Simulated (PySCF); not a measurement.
## Electronic structure of C7H12Si (SMILES CC/C=C/CC#C[SiH3]) in real space

```xyz
20

C    -3.1652    0.4325    0.8432
C    -2.7315    0.2331   -0.6086
C    -1.5178   -0.6368   -0.6934
C    -0.3630   -0.2661   -1.2183
C     0.8553   -1.1424   -1.2910
C     1.9595   -0.5327   -0.5713
C     2.8587    0.0016    0.0279
Si    4.2511    0.8013    0.9321
H    -2.3640    0.8938    1.4160
H    -3.4104   -0.5222    1.3034
H    -4.0418    1.0742    0.8928
H    -2.5251    1.2010   -1.0692
H    -3.5501   -0.2375   -1.1617
H    -1.6311   -1.6301   -0.2759
H    -0.2385    0.7287   -1.6265
H     0.6424   -2.1273   -0.8651
H     1.1544   -1.2733   -2.3379
H     4.7126   -0.1111    1.9826
H     5.3325    1.0699   -0.0213
H     3.7668    2.0540    1.5197
```

Geometry: GFN2-xTB.

All numbers below come from PBE0/pcSseg-1, SCF density, gas phase, non-relativistic (PySCF).

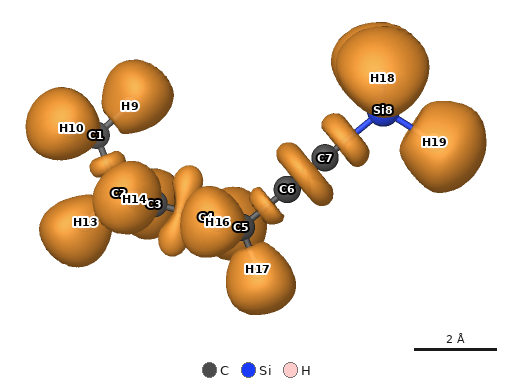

Figure 1. Isosurface of the ELF at 0.8 (orange), seen at a tilt. Only the valence region is drawn (cores and ρ < 0.01 e/Å³ removed).

Q: Describe the localisation domains.

A: At this value the surface marks out six regions between bonded C–C atoms (shared pairs), one region between bonded C–Si atoms (shared pairs) and twelve regions around hydrogen nuclei. Profiles from the grid: C–C (1.21 Å): the ELF peaks at about 0.85 between the atoms: a multiple bond. C–Si (1.84 Å): the ELF peaks at about 0.95 between the atoms, as expected for localised, covalent bonding.

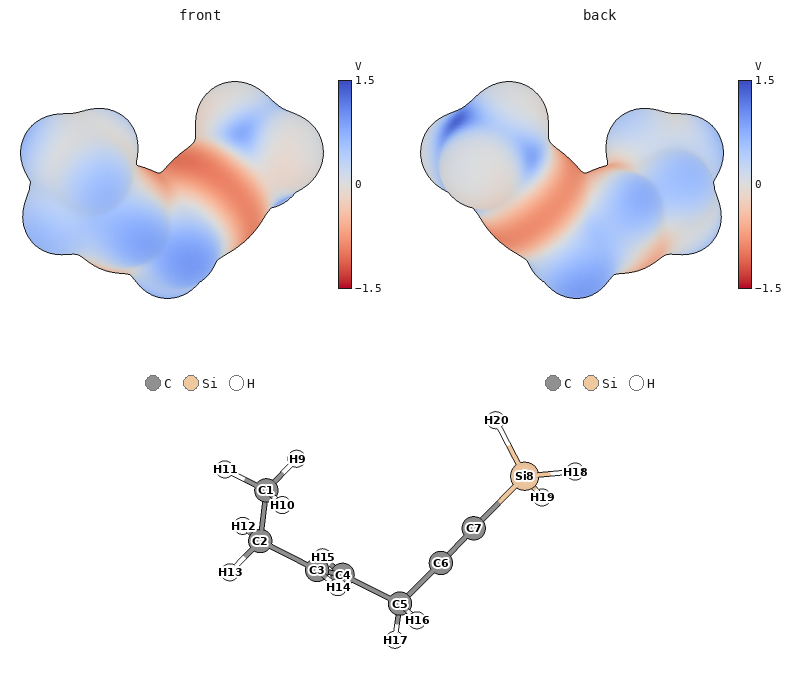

Figure 2. The electrostatic potential painted on the density surface at 0.002 e/bohr³, seen from the front and from behind; the colour scale runs from red (negative) to blue (positive). The bare structure is drawn below in the same view.

Q: Which sites attract a positive test charge, and which a negative one?

A: A positive charge is drawn to the negative regions and a negative charge to the positive ones. The most negative region (about −1.0 V) lies over C6 and C7, the most positive (about +1.2 V) over Si8.

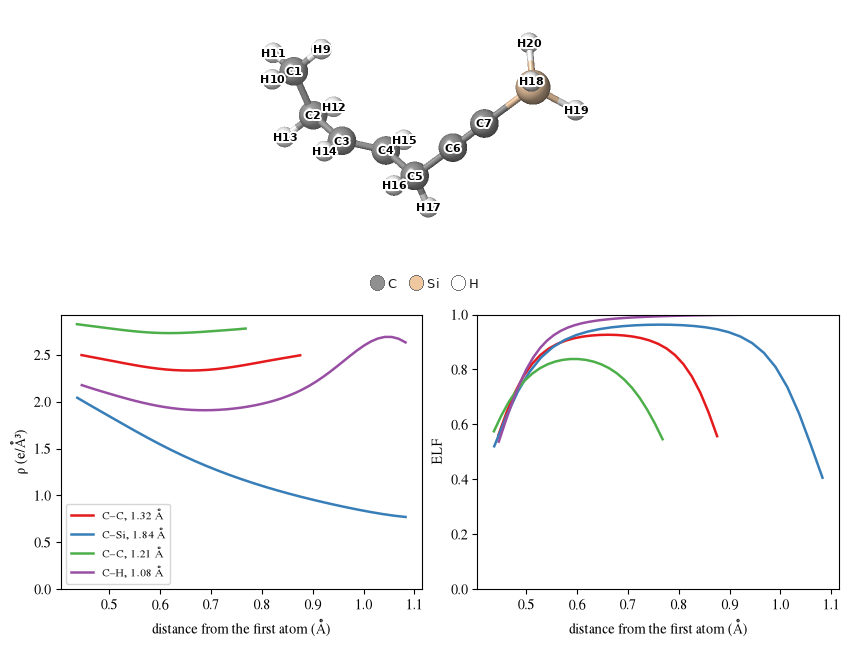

Figure 3. Total electron density and electron localisation function along straight lines between neighbouring atoms. The curves leave out the atomic cores. The structure is drawn too.

Q: What can be read from the curves?

A: C–C (1.32 Å): ρ is about 2.3 e/Å³ halfway; the ELF peaks at about 0.95 between the atoms: a multiple bond.
C–Si (1.84 Å): ρ at the midpoint is about 0.93 e/Å³; the ELF peaks at about 0.95 between the atoms: a shared electron pair.
C–C (1.21 Å): the density is about 2.7 e/Å³ at the midpoint; the ELF peaks at about 0.85 between the atoms: a short, multiple covalent bond.
C–H (1.08 Å): ρ at the midpoint is about 2 e/Å³; the ELF climbs to about 1 towards the hydrogen, as it does in any bond to H (an ordinary covalent bond to hydrogen).
